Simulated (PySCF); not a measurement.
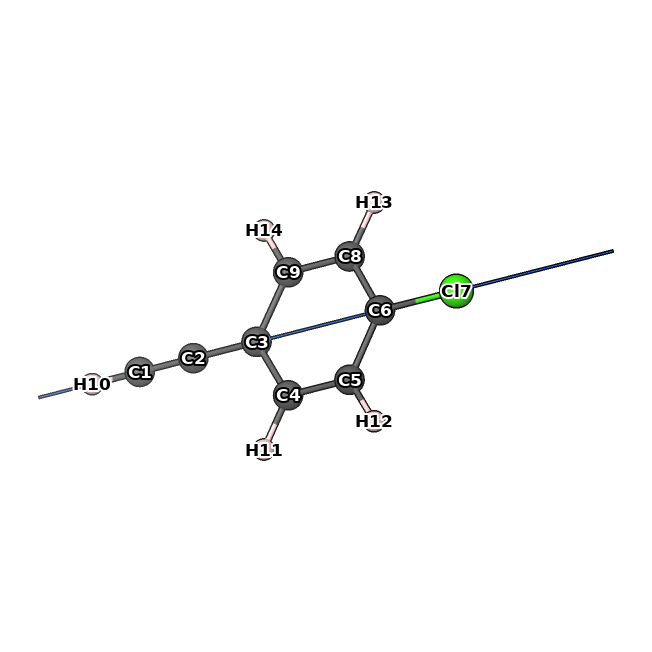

A line through the centre of mass is drawn in. Distant atoms are faded towards the background colour. The computed structure is the end point of a PBE0-D3(BJ)/def2-SVP optimisation. No frequency run is at hand to confirm it as a minimum.

### Is the line a proper rotation axis of the structure, and of what order?

Yes, a C2 axis. A turn by 180° leaves C1, C2, C3, C6, Cl7, H10 in place and moves C4 ↔ C9; C5 ↔ C8; H11 ↔ H14; H12 ↔ H13. The point group is C2v.
